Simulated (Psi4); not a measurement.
**SnN2H4 (Sn(NH2)2): DSD-PBEP86/def2-SVP (core potential, density fitting for correlation)**

What is the vertical ionisation energy of SnN2H4 (Sn(NH2)2) at DSD-PBEP86/def2-SVP (core potential, density fitting for correlation)? 

The calculation is run with Psi4 1.11.

## 1. The molecule

SnN2H4: 7 atoms, total charge 0, spin state singlet. As SMILES, `[NH2][Sn][NH2]`. The shape comes from GFN2-xTB, which is rough for such elements, and wasn't checked as a minimum. This is one conformer, not always the lowest.

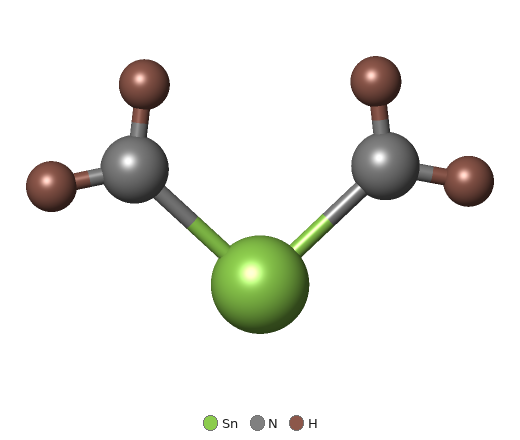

Viewed from a chosen angle; tin green, nitrogen grey, hydrogen brown.

## 2. The energy at DSD-PBEP86/def2-SVP (core potential, density fitting for correlation)

File calc.inp:

```
memory 1600 mb

molecule geom {
  0 1
  Sn     0.006530     0.647270    -1.264570
  N      1.498510    -0.012540    -0.035880
  H      2.488560     0.042320    -0.220400
  H      1.377620    -0.461000     0.860060
  N     -1.497420     0.042250    -0.022460
  H     -2.486630     0.156170    -0.187430
  H     -1.387170    -0.414470     0.870670
  symmetry c1
}

set {
  puream true
  e_convergence 1e-09
  d_convergence 1e-08
  scf_type pk
  dft_radial_points 99
  dft_spherical_points 590
  num_frozen_docc 6
}

result = energy("dsd-pbep86/def2-SVP")
print_variables()
```

Started as:

```sh
psi4 -i calc.inp -o calc.out -n 1
```

calc.out:

```text
[...]
    !!!  WARNING: ECP capability is in beta. Please check occupations closely.  !!!
[...]
  Running in c1 symmetry.
[...]
  Nuclear repulsion =  125.505342284395141
[...]
  Multiplicity = 1
[...]
  Nalpha       = 20
  Nbeta        = 20
[...]
    Number of basis functions: 74
[...]
   @RKS iter   1:  -324.90721700430089   -1.76285e+00   1.08303e-02 DIIS/ADIIS
[...]
   @RKS iter  11:  -325.21357601465797   -2.54090e-11   7.97792e-09 DIIS
[...]
    Orbital Energies [Eh]
    ---------------------
    Doubly Occupied:
       1A    -15.087196     2A    -15.087118     3A     -5.576575
       4A     -3.822629     5A     -3.817593     6A     -3.813318
       7A     -1.202816     8A     -1.200821     9A     -1.198216
      10A     -1.193594    11A     -1.188261    12A     -0.984295
      13A     -0.963793    14A     -0.580953    15A     -0.566214
      16A     -0.552570    17A     -0.448990    18A     -0.349364
      19A     -0.314133    20A     -0.305266
[...]
  @RKS Final Energy:  -325.21357601465797
   => Energetics <=
    Nuclear Repulsion Energy =            125.5053422843951410
    One-Electron Energy =                -778.1363405205428307
    Two-Electron Energy =                 337.0344471689123793
    DFT Exchange-Correlation Energy =      -9.6170249474227063
    Empirical Dispersion Energy =           0.0000000000000000
    VV10 Nonlocal Energy =                  0.0000000000000000
    Total Energy =                       -325.2135760146579742
[...]
 Multipole Moments:
 ------------------------------------------------------------------------------------
     Multipole            Electronic (a.u.)      Nuclear  (a.u.)        Total (a.u.)
 ------------------------------------------------------------------------------------
 L = 1.  Multiply by 2.5417464519 to convert [e a0] to [Debye]
 Dipole X            :          0.1201712           -0.1217944           -0.0016232
 Dipole Y            :         12.3387482          -12.4543089           -0.1155607
 Dipole Z            :        -24.1015815           24.3305017            0.2289203
 Magnitude           :                                                    0.2564399
[...]
```

It took 11 s on 1 thread of Intel Xeon at 2.60GHz (Ice Lake), shared host; peak memory 0.97 GiB.

## 3. The doublet cation

File calc.py:

```python
import psi4

psi4.set_memory(1600000000)
psi4.set_num_threads(1)
psi4.core.set_output_file('output.dat', False)

mol = psi4.geometry("""
1 2
Sn     0.006530     0.647270    -1.264570
N      1.498510    -0.012540    -0.035880
H      2.488560     0.042320    -0.220400
H      1.377620    -0.461000     0.860060
N     -1.497420     0.042250    -0.022460
H     -2.486630     0.156170    -0.187430
H     -1.387170    -0.414470     0.870670
symmetry c1
""")

psi4.set_options({
    'reference': 'uks',
    'puream': True,
    'e_convergence': 1e-09,
    'd_convergence': 1e-08,
    'scf_type': 'pk',
    'dft_radial_points': 99,
    'dft_spherical_points': 590,
    'num_frozen_docc': 6,
    'maxiter': 200,
})

E, wfn = psi4.energy('dsd-pbep86/def2-SVP', return_wfn=True)
print(f'dsd-pbep86/def2-SVP energy: {E:.10f} Eh')
```

Started as:

```sh
python calc.py
```

output.dat:

```text
[...]
    !!!  WARNING: ECP capability is in beta. Please check occupations closely.  !!!
[...]
  Running in c1 symmetry.
[...]
  Nuclear repulsion =  125.505342284395141
[...]
  Multiplicity = 2
[...]
  Nalpha       = 20
  Nbeta        = 19
[...]
    Number of basis functions: 74
[...]
   @UKS iter   1:  -324.60280913709357   -1.45844e+00   1.00513e-02 DIIS/ADIIS
[...]
   @UKS iter  28:  -324.89436012692852   -1.85310e-11   4.99981e-09 DIIS
[...]
   @S^2 Observed:                7.595622145E-01
[...]
    Orbital Energies [Eh]
    ---------------------
    Alpha Occupied:
       1A    -15.321026     2A    -15.320960     3A     -5.873689
       4A     -4.118279     5A     -4.114294     6A     -4.110893
       7A     -1.496398     8A     -1.496087     9A     -1.491836
      10A     -1.490328    11A     -1.485968    12A     -1.208525
      13A     -1.186271    14A     -0.831238    15A     -0.783920
      16A     -0.769662    17A     -0.688059    18A     -0.603967
      19A     -0.570331    20A     -0.530937
    Alpha Virtual:
      21A     -0.217313    22A     -0.149102    23A     -0.085726
      24A     -0.007106    25A      0.032114    26A      0.039909
[...]
  @UKS Final Energy:  -324.89436012692852
   => Energetics <=
    Nuclear Repulsion Energy =            125.5053422843951410
    One-Electron Energy =                -767.8795849840923893
    Two-Electron Energy =                 327.0041407397358171
    DFT Exchange-Correlation Energy =      -9.5242581669671011
    Empirical Dispersion Energy =           0.0000000000000000
    VV10 Nonlocal Energy =                  0.0000000000000000
    Total Energy =                       -324.8943601269285182
[...]
 Multipole Moments:
 ------------------------------------------------------------------------------------
     Multipole            Electronic (a.u.)      Nuclear  (a.u.)        Total (a.u.)
 ------------------------------------------------------------------------------------
 L = 1.  Multiply by 2.5417464519 to convert [e a0] to [Debye]
 Dipole X            :          0.1212558           -0.1217944           -0.0005385
 Dipole Y            :         12.5298931          -12.4543089            0.0755843
 Dipole Z            :        -24.4806150           24.3305017           -0.1501133
 Magnitude           :                                                    0.1680692
[...]
```

On the terminal:

```text
dsd-pbep86/def2-SVP energy: -325.1245793121 Eh
```

Wall time 29 s (1 thread of Intel Xeon at 2.60GHz (Ice Lake), shared host); peak memory 0.97 GiB.

## 4. Summary of results

Level: DSD-PBEP86/def2-SVP (core potential, density fitting for correlation), 6 core orbitals frozen.

| quantity | value |
| --- | --- |
| singlet SnN2H4: total energy | -325.45118 Eh |
| singlet SnN2H4: HOMO energy (SCF part's orbitals) | -8.31 eV |
| singlet SnN2H4: LUMO energy (SCF part's orbitals) | 0.61 eV |
| singlet SnN2H4: HOMO–LUMO gap (SCF part's orbitals) | 8.92 eV |
| doublet cation: total energy | -325.12458 Eh |
| doublet cation: HOMO energy (SCF part's orbitals) (highest over α and β) | -14.38 eV |
| doublet cation: LUMO energy (SCF part's orbitals) (lowest over α and β) | -9.10 eV |
| doublet cation: ⟨S²⟩ | 0.760 |
| vertical ionisation energy (to the doublet cation) | 8.887 eV |

What this shows: Removing an electron at fixed nuclei costs 8.89 eV (205 kcal/mol). The negative HOMO energy of the first species, 8.31 eV, lies 0.58 eV below that difference.
